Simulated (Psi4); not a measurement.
# SiCl3O (SMILES [O][Si](Cl)(Cl)Cl) at UTPSS/def2-SVP

What is the energy change on altering one bond length of SiCl3O at UTPSS/def2-SVP? The job is set up through a Python script.

Program for the calculation: Psi4 1.11.

28 further runs of the same task are left out: 27 that didn't finish, 1 set aside as unsound or not needed.

### Step 1. The system as given

SiCl3O has 5 atoms, charge 0, and is taken as a doublet. As SMILES, `[O][Si](Cl)(Cl)Cl`. The shape is that of a PBE0-D4/def2-TZVP optimisation.

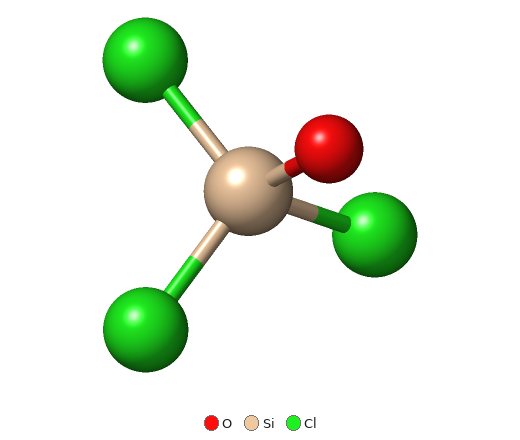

Viewed from a chosen angle; oxygen red, silicon light orange, chlorine green.

### Step 2. The energy at UTPSS/def2-SVP

Contents of calc.py:

```python
import psi4

psi4.set_memory(2200000000)
psi4.set_num_threads(1)
psi4.core.set_output_file('cl3osi.out', False)

geom = psi4.geometry("""
0 2
O
Si 1 1.645024
Cl 2 2.018095 1 111.83626
Cl 2 2.020346 1 100.6998 3 -118.9779
Cl 2 2.018022 1 111.8008 4 -118.99777
symmetry c1
""")

options = {'reference': 'uks', 'puream': True, 'e_convergence': 1e-09, 'd_convergence': 1e-08, 'scf_type': 'pk', 'dft_radial_points': 99, 'dft_spherical_points': 590, 'maxiter': 100}
psi4.set_options(options)

E, wfn = psi4.energy("tpss/def2-SVP", molecule=geom, return_wfn=True)
psi4.oeprop(wfn, "QUADRUPOLE", "MAYER_INDICES", "WIBERG_LOWDIN_INDICES", title="TPSS")
print(f'tpss/def2-SVP energy: {E:.10f} Eh')
```

The run is started by

```bash
$ python calc.py
```

cl3osi.out:

```text
[...]
  Running in c1 symmetry.
[...]
  Nuclear repulsion =  433.997050235037648
[...]
  Multiplicity = 2
[...]
  Nalpha       = 37
  Nbeta        = 36
[...]
    Number of basis functions: 86
[...]
   @UKS iter   1: -1744.44220201467488    4.49902e-01   1.06428e-02 DIIS/ADIIS
[...]
   @UKS iter  19: -1744.92897581502689   -7.50333e-12   5.81641e-09 DIIS
[...]
   @S^2 Observed:                7.527224316E-01
[...]
    Orbital Energies [Eh]
    ---------------------
    Alpha Occupied:
       1A   -101.010140     2A   -100.997208     3A   -100.997153
       4A    -65.801183     5A    -18.966917     6A     -9.285617
       7A     -9.272953     8A     -9.272907     9A     -7.069934
      10A     -7.064263    11A     -7.062160    12A     -7.057287
      13A     -7.057245    14A     -7.050684    15A     -7.050636
      16A     -7.049873    17A     -7.049831    18A     -5.236595
      19A     -3.616605    20A     -3.615703    21A     -3.614533
      22A     -0.937069    23A     -0.824211    24A     -0.799120
      25A     -0.790306    26A     -0.502695    27A     -0.433395
      28A     -0.416296    29A     -0.395959    30A     -0.374806
      31A     -0.342212    32A     -0.339219    33A     -0.334605
      34A     -0.332825    35A     -0.318949    36A     -0.306517
[...]
  @UKS Final Energy: -1744.92897581502689
   => Energetics <=
    Nuclear Repulsion Energy =            433.9970502350376478
    One-Electron Energy =               -3274.5878279242438111
    Two-Electron Energy =                1210.0821656447233181
    DFT Exchange-Correlation Energy =    -114.4203637705438723
    Empirical Dispersion Energy =           0.0000000000000000
    VV10 Nonlocal Energy =                  0.0000000000000000
    Total Energy =                      -1744.9289758150268881
[...]
 Multipole Moments:
 ------------------------------------------------------------------------------------
     Multipole            Electronic (a.u.)      Nuclear  (a.u.)        Total (a.u.)
 ------------------------------------------------------------------------------------
 L = 1.  Multiply by 2.5417464519 to convert [e a0] to [Debye]
 Dipole X            :         -0.1012807            0.0409744           -0.0603064
 Dipole Y            :          0.0565269           -0.0227019            0.0338250
 Dipole Z            :          1.4160686           -1.0072986            0.4087700
 Magnitude           :                                                    0.4145767
 L = 2.  Multiply by 1.3450342976 to convert [e a0^2] to [Debye ang]
 Quadrupole XX       :       -375.6916055          335.9880862          -39.7035193
 Quadrupole XY       :          4.9203997           -5.4101597           -0.4897600
[...]
```

Standard output:

```text
tpss/def2-SVP energy: -1744.9289758150 Eh
```

Run time: 78 s. Hardware: 1 thread of AMD EPYC 7R43 (Zen 3), shared host; peak memory 0.91 GiB.

### Step 3. The distorted shape: energy and forces at UTPSS/def2-SVP

Contents of job.py:

```python
import psi4

psi4.set_memory('2200 MB')
psi4.set_num_threads(1)
psi4.core.set_output_file('run.log', False)

m = psi4.geometry("""
0 2
O     -0.174576    -2.226532     1.578967
Si    -0.950976    -1.174532     0.580667
Cl    -2.526076    -0.300132     1.490167
Cl    -1.532376    -2.421232    -0.899033
Cl     1.275600     1.425900    -0.633600
symmetry c1
""")

psi4.set_options({
    'basis': 'def2-SVP',
    'reference': 'uks',
    'puream': True,
    'e_convergence': 1e-09,
    'd_convergence': 1e-08,
    'scf_type': 'pk',
    'dft_radial_points': 99,
    'dft_spherical_points': 590,
    'maxiter': 100,
})

E, wfn = psi4.gradient('tpss', return_wfn=True)
print('gradient / Eh bohr^-1')
print(E.np.round(6))
print(f'energy = {wfn.energy():.10f} Eh')
```

The run is started by

```bash
$ python job.py
```

run.log, shortened:

```text
[...]
  Running in c1 symmetry.
[...]
  Nuclear repulsion =  370.894283541176662
[...]
  Multiplicity = 2
[...]
  Nalpha       = 37
  Nbeta        = 36
[...]
    Number of basis functions: 86
[...]
   @UKS iter   1: -1744.41826749573875    6.07745e-02   1.03386e-02 ADIIS/DIIS
[...]
   @UKS iter  38: -1744.81174472774501   -1.56888e-11   9.86115e-09 DIIS
[...]
   @S^2 Observed:                7.662486263E-01
[...]
  @UKS Final Energy: -1744.81174472774501
   => Energetics <=
    Nuclear Repulsion Energy =            370.8942835411766623
    One-Electron Energy =               -3148.4229718011356454
    Two-Electron Energy =                1146.9710125405952112
    DFT Exchange-Correlation Energy =    -114.2540690083813502
    Empirical Dispersion Energy =           0.0000000000000000
    VV10 Nonlocal Energy =                  0.0000000000000000
    Total Energy =                      -1744.8117447277450083
[...]
 Multipole Moments:
 ------------------------------------------------------------------------------------
     Multipole            Electronic (a.u.)      Nuclear  (a.u.)        Total (a.u.)
 ------------------------------------------------------------------------------------
 L = 1.  Multiply by 2.5417464519 to convert [e a0] to [Debye]
 Dipole X            :         -1.1815284            0.2112045           -0.9703239
 Dipole Y            :          0.9871480           -0.9288019            0.0583461
 Dipole Z            :         -1.0712897            0.7901237           -0.2811660
 Magnitude           :                                                    1.0119224
[...]
  -Total Gradient:
     Atom            X                  Y                   Z
    ------   -----------------  -----------------  -----------------
       1        0.000778972495    -0.040715687426     0.020778076729
       2       -0.020519380784     0.052879815923    -0.043069103756
       3        0.004712285047    -0.017911106677     0.003262596002
       4        0.004442489412    -0.005696741653     0.024127668943
       5        0.010619405063     0.011445137273    -0.005109727128
[...]
```

The script printed:

```text
gradient / Eh bohr^-1
[[ 0.000779 -0.040716  0.020778]
 [-0.020519  0.05288  -0.043069]
 [ 0.004712 -0.017911  0.003263]
 [ 0.004442 -0.005697  0.024128]
 [ 0.010619  0.011445 -0.00511 ]]
energy = -1744.8117447277 Eh
```

Run time: 2.1 min. Hardware: 1 thread of AMD EPYC 7R43 (Zen 3), shared host; peak memory 1.4 GiB.

### Step 4. Results

At UTPSS/def2-SVP:

| quantity | value |
| --- | --- |
| first shape: total energy | -1744.92898 Eh |
| first shape: dipole moment | 1.05 D |
| first shape: HOMO energy (highest over α and β) | -7.80 eV |
| first shape: LUMO energy (lowest over α and β) | -6.73 eV |
| first shape: ⟨S²⟩ | 0.753 |
| distorted shape: total energy | -1744.81174 Eh |
| distorted shape: dipole moment | 2.57 D |
| distorted shape: HOMO energy (highest over α and β) | -7.11 eV |
| distorted shape: LUMO energy (lowest over α and β) | -7.04 eV |
| distorted shape: ⟨S²⟩ | 0.766 |
| distorted shape: largest force on an atom | 3.662 eV/Å |
| energy change with the Si2–Cl5 bond stretched from 2.018 to 3.632 Å | 3.190 eV |

With the Si2–Cl5 bond stretched from 2.018 to 3.632 Å the energy rises by 3.19 eV (74 kcal/mol). The first shape isn't relaxed at this level, so the change isn't measured from a minimum.
